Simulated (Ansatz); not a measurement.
# C4H9AlClN: small, medium and large basis sets

Aim: see how fast density functionals converge with the basis set for C4H9AlClN.

Computed with Ansatz 0.2.0, Gaussian basis. Level: one geometry, several basis sets.

Plan: PBE0-D4/def2-SVP; ωB97M-V/def2-SVP; PBE0-D4/def2-QZVPP; ωB97M-V/def2-QZVPP; the functionals' def2-TZVPP values are taken from earlier runs.

### Step 1. The geometry

The geometry comes from an earlier relaxation with PBE0-D4 in a triple-zeta def2 set; it is a stationary point, not always the lowest conformer.

SMILES `CC#[N+][Al-]([CH3])([CH3])[Cl]`, 16 atoms, charge 0, spin multiplicity 1.

Atoms are counted from 1 here; the program's logs count them from 0.

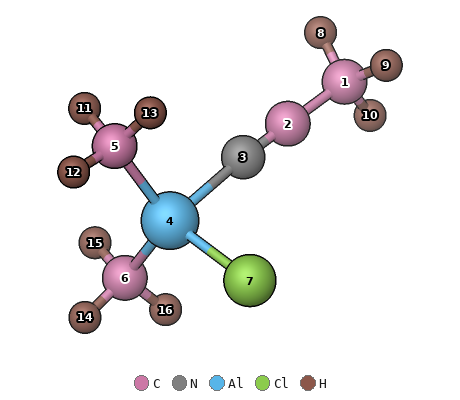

The structure; carbon pink, nitrogen grey, aluminium blue, chlorine green, hydrogen brown; atoms are numbered from 1 in the order of the file.

As a file:

```
C     2.2640   -0.1530    2.4659
C     1.3287   -0.0008    1.3799
N     0.5915    0.1284    0.5163
Al   -0.6495    0.4899   -1.0541
C    -0.2243   -1.0063   -2.2444
C    -2.3852    0.6374   -0.1589
Cl    0.2179    2.3758   -1.6424
H     2.2912   -1.1956    2.7864
H     3.2585    0.1495    2.1336
H     1.9574    0.4754    3.3036
H    -0.4758   -1.9736   -1.7962
H    -0.7900   -0.9313   -3.1789
H     0.8355   -1.0279   -2.5157
H    -3.1733    0.8818   -0.8786
H    -2.6778   -0.2988    0.3287
H    -2.3917    1.4264    0.5991
```

### Step 2. PBE0-D4 in def2-SVP

in.yaml reads:

```yaml
crystal:
  periodic: [false, false, false]
  atoms:
    - {symbol: C, position_ang: [2.264025, -0.152993, 2.465913]}
    - {symbol: C, position_ang: [1.328672, -0.000804, 1.379898]}
    - {symbol: N, position_ang: [0.591548, 0.128381, 0.516251]}
    - {symbol: Al, position_ang: [-0.649451, 0.489890, -1.054126]}
    - {symbol: C, position_ang: [-0.224320, -1.006341, -2.244414]}
    - {symbol: C, position_ang: [-2.385242, 0.637373, -0.158877]}
    - {symbol: Cl, position_ang: [0.217877, 2.375818, -1.642447]}
    - {symbol: H, position_ang: [2.291185, -1.195598, 2.786372]}
    - {symbol: H, position_ang: [3.258545, 0.149490, 2.133643]}
    - {symbol: H, position_ang: [1.957379, 0.475426, 3.303645]}
    - {symbol: H, position_ang: [-0.475793, -1.973609, -1.796227]}
    - {symbol: H, position_ang: [-0.789964, -0.931260, -3.178885]}
    - {symbol: H, position_ang: [0.835456, -1.027854, -2.515661]}
    - {symbol: H, position_ang: [-3.173342, 0.881814, -0.878582]}
    - {symbol: H, position_ang: [-2.677754, -0.298827, 0.328671]}
    - {symbol: H, position_ang: [-2.391719, 1.426395, 0.599128]}
basis:
  gaussian: {orbitals: def2-SVP}
hamiltonian: {xc: pbe0, dispersion: d4}
output: {orbitals: {seedname: orbitals}}
```

Command:

```bash
$ ansatz run in.yaml --threads 4 --pin off --events-out ev --progress --plain --max-ram 11315MiB
```

Output:

```text
Functional definition: PBE0
  name "PBE0"
  cite "Adamo & Barone, J. Chem. Phys. 110, 6158 (1999) doi:10.1063/1.478522"
  cite "Perdew, Burke & Ernzerhof, Phys. Rev. Lett. 77, 3865 (1996) doi:10.1103/PhysRevLett.77.3865"
  parent pbe
  parameter a = 0.25
  parameter kappa = 0.804
  parameter beta = 0.06672455060314922
  exchange = (1 - a)*pbe_x(kappa = kappa, mu = beta*pi^2/3) + a*exact_x
  correlation = pbe_c(beta = beta)
1765 factors; their error is unknown
mean field evaluation 1: about -24870.1091 eV, gradient 7.2e1 eV
mean field evaluation 2: about -24863.4772 eV, gradient 8.7e1 eV
mean field evaluation 4: about -24882.4861 eV, gradient 4.8e0 eV
mean field evaluation 8: about -24882.5347 eV, gradient 5.8e-2 eV
mean field evaluation 16: about -24882.6785 eV, gradient 4.0e-5 eV
mean field -24882.67854713 eV, -914.4215705217 hartree, gradient 4.0e-5 eV, S^2 0.000000; 0 other end points of the search recorded, 0 dependent functions left out
reference -24882.67858172 eV, -914.4215717931 hartree; 35, 35 occupied and 116, 116 virtual orbitals, 1765 factors
Total energy: -24882.98459849 eV, -914.4328177019 hartree
```

Wall time 2.4 s (4 threads of Arm Neoverse V1, shared host); peak memory 0.47 GiB.

### Step 3. ωB97M-V in def2-SVP

Changes to in.yaml since step 2:

```diff
@@ -21,3 +21,3 @@
   gaussian: {orbitals: def2-SVP}
-hamiltonian: {xc: pbe0, dispersion: d4}
+hamiltonian: {xc: {name: wB97M-V}}
 output: {orbitals: {seedname: orbitals}}
```

Launched as before.

Output, cut to the lines that bear on the results:

```text
Functional definition: wB97M-V
  name "wB97M-V"
  cite "Mardirossian & Head-Gordon, J. Chem. Phys. 144, 214110 (2016) doi:10.1063/1.4952647"
  cite "Becke, J. Chem. Phys. 107, 8554 (1997) doi:10.1063/1.475007"
  cite "Vydrov & Van Voorhis, J. Chem. Phys. 133, 244103 (2010) doi:10.1063/1.3521275"
  # Of w^i u^j: cxij and so on, Table III.
[...]
  gx(w, u) = 1 - cx + cx01*u + cx10*w
  gss(w, u) = css00 + css04*u^4 + css10*w + css20*w^2 + css43*w^4*u^3
  gos(w, u) = cos00 + cos10*w + (cos20 + cos21*u)*w^2 + (cos60 + cos61*u)*w^6
[...]
      + integral(e_c_pw_mod_opposite_spin*gos(b97_w_opposite, b97_u_opposite)) + vv10(b, c)
1739 factors; their error is unknown
424 factors; integrals over basis functions are off by at most 9.2e-6 eV
[...]
mean field -24892.98253352 eV, -914.8002350371 hartree, gradient 3.1e-5 eV, S^2 0.000000; 0 other end points of the search recorded, 0 dependent functions left out
reference -24892.98258899 eV, -914.8002370756 hartree; 35, 35 occupied and 116, 116 virtual orbitals, 1739 factors
Total energy: -24892.98258899 eV, -914.8002370756 hartree
```

Wall time 10 s (4 threads of Arm Neoverse V1, shared host); peak memory 0.63 GiB.

### Step 4. PBE0-D4 in def2-QZVPP

Changes to in.yaml since step 3:

```diff
@@ -20,4 +20,4 @@
 basis:
-  gaussian: {orbitals: def2-SVP}
-hamiltonian: {xc: {name: wB97M-V}}
+  gaussian: {orbitals: "def2-QZVPP.json"}
+hamiltonian: {xc: pbe0, dispersion: d4}
 output: {orbitals: {seedname: orbitals}}
```

Same command.

Output:

```text
Functional definition: PBE0
  name "PBE0"
  cite "Adamo & Barone, J. Chem. Phys. 110, 6158 (1999) doi:10.1063/1.478522"
  cite "Perdew, Burke & Ernzerhof, Phys. Rev. Lett. 77, 3865 (1996) doi:10.1103/PhysRevLett.77.3865"
  parent pbe
  parameter a = 0.25
  parameter kappa = 0.804
  parameter beta = 0.06672455060314922
  exchange = (1 - a)*pbe_x(kappa = kappa, mu = beta*pi^2/3) + a*exact_x
  correlation = pbe_c(beta = beta)
2200 factors; their error is unknown
mean field evaluation 1: about -24878.9761 eV, gradient 9.1e1 eV
mean field evaluation 2: about -24868.8759 eV, gradient 1.1e2 eV
mean field evaluation 4: about -24896.4578 eV, gradient 9.0e0 eV
mean field evaluation 8: about -24896.6195 eV, gradient 3.7e-1 eV
mean field evaluation 16: about -24896.6392 eV, gradient 1.3e-4 eV
mean field -24896.63918251 eV, -914.9346144092 hartree, gradient 5.3e-5 eV, S^2 0.000000; 0 other end points of the search recorded, 0 dependent functions left out
reference -24896.63923489 eV, -914.9346163341 hartree; 35, 35 occupied and 660, 660 virtual orbitals, 2200 factors
Total energy: -24896.94525166 eV, -914.9458622430 hartree
```

Run time: 26 s. Hardware: 4 threads of Arm Neoverse V1, shared host; peak memory 3.4 GiB.

### Step 5. ωB97M-V in def2-QZVPP

Changes to in.yaml since step 4:

```diff
@@ -21,3 +21,3 @@
   gaussian: {orbitals: "def2-QZVPP.json"}
-hamiltonian: {xc: pbe0, dispersion: d4}
+hamiltonian: {xc: {name: wB97M-V}}
 output: {orbitals: {seedname: orbitals}}
```

The command is unchanged.

Output, cut to the lines that bear on the results:

```text
Functional definition: wB97M-V
  name "wB97M-V"
  cite "Mardirossian & Head-Gordon, J. Chem. Phys. 144, 214110 (2016) doi:10.1063/1.4952647"
  cite "Becke, J. Chem. Phys. 107, 8554 (1997) doi:10.1063/1.475007"
  cite "Vydrov & Van Voorhis, J. Chem. Phys. 133, 244103 (2010) doi:10.1063/1.3521275"
  # Of w^i u^j: cxij and so on, Table III.
[...]
  gx(w, u) = 1 - cx + cx01*u + cx10*w
  gss(w, u) = css00 + css04*u^4 + css10*w + css20*w^2 + css43*w^4*u^3
  gos(w, u) = cos00 + cos10*w + (cos20 + cos21*u)*w^2 + (cos60 + cos61*u)*w^6
[...]
      + integral(e_c_pw_mod_opposite_spin*gos(b97_w_opposite, b97_u_opposite)) + vv10(b, c)
2141 factors; their error is unknown
556 factors; integrals over basis functions are off by at most 7.4e-6 eV
[...]
mean field -24907.18606557 eV, -915.3222052126 hartree, gradient 3.1e-5 eV, S^2 0.000000; 0 other end points of the search recorded, 0 dependent functions left out
reference -24907.18615178 eV, -915.3222083808 hartree; 35, 35 occupied and 660, 660 virtual orbitals, 2141 factors
Total energy: -24907.18615178 eV, -915.3222083808 hartree
```

It took 51 s on 4 threads of Arm Neoverse V1, shared host; peak memory 4.1 GiB.

### Step 6. Density functionals: the series

The def2-TZVPP values come from earlier runs at the same geometry.

| functional | basis | functions | energy (eV) | from the largest (eV) | HOMO (eV) | LUMO (eV) |
| --- | --- | --- | --- | --- | --- | --- |
| PBE0-D4 | def2-SVP | 151 | -24882.9846 | 13.961 | -6.69 | -0.84 |
| PBE0-D4 | def2-TZVPP | 365 | -24896.0419 | 0.903 | -6.82 | -0.91 |
| PBE0-D4 | def2-QZVPP | 695 | -24896.9453 | 0.000 | -6.85 | -0.95 |
| ωB97M-V | def2-SVP | 151 | -24892.9826 | 14.204 | -8.88 | 1.39 |
| ωB97M-V | def2-TZVPP | 365 | -24906.3253 | 0.861 | -9.02 | 1.27 |
| ωB97M-V | def2-QZVPP | 695 | -24907.1862 | 0.000 | -9.05 | 0.53 |

### Step 7. Outcome

| quantity | value |
| --- | --- |
| PBE0-D4: double and triple zeta above quadruple | 13.96, 0.90 eV |
| ωB97M-V: double and triple zeta above quadruple | 14.20, 0.86 eV |

In words: PBE0-D4 gains 13.06 eV from double to triple zeta, then 0.90 eV more. These are total energies; as a rule much of such shifts cancels in differences, which this series doesn't test. The LUMO of ωB97M-V is positive and keeps falling with the basis (1.39 to 0.53 eV): an unbound level that the basis holds in place.

For PBE0-D4 the largest set took about 11 times as long as the smallest (26 s against 2.4 s).
